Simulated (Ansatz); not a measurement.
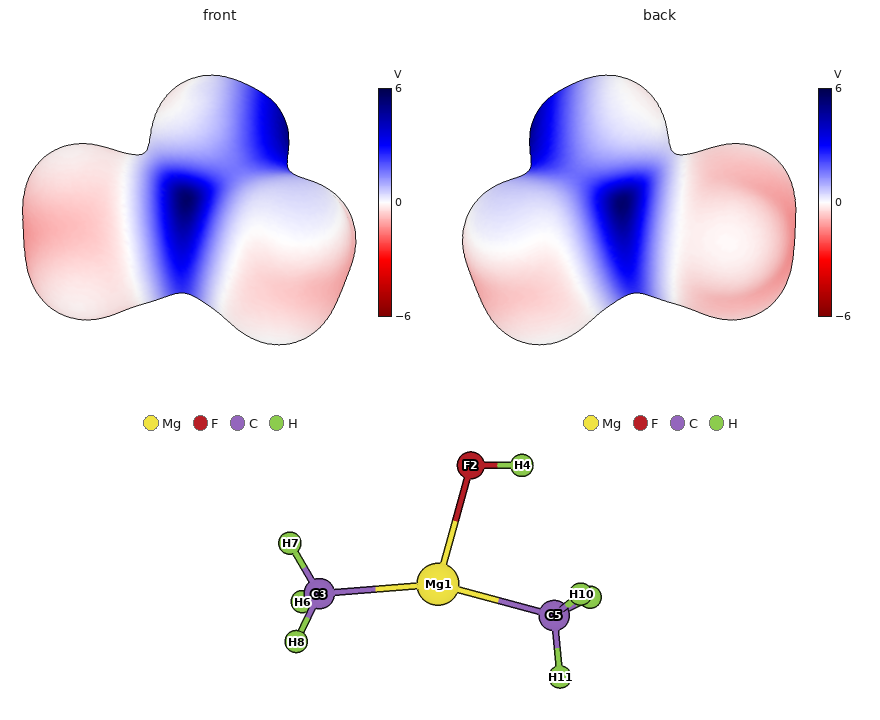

*C2H7FMg. The electrostatic potential painted on the density surface at 0.002 e/bohr³, seen from the front and from behind; red is negative and blue positive. The bare structure is drawn below in the same view.*

Level of theory: RHF/def2-SVP (Ansatz 0.2.0).

```xyz
11

Mg   -0.0241    0.0506    0.1789
F     1.4399    0.7524   -1.2900
C     0.2004    1.1333    1.9906
H     1.2775    0.2647   -2.0418
C    -0.7826   -1.3483   -1.2615
H    -0.4695    2.0011    2.0353
H     1.2193    1.5186    2.1184
H    -0.0213    0.5230    2.8740
H    -1.1802   -0.8781   -2.1727
H    -0.0444   -2.0931   -1.5923
H    -1.6151   -1.9243   -0.8389
```

> Where is the surface potential most negative and most positive?

The most negative region (about −1.3 V) lies over C3, the most positive (about +5.1 V) over Mg1.
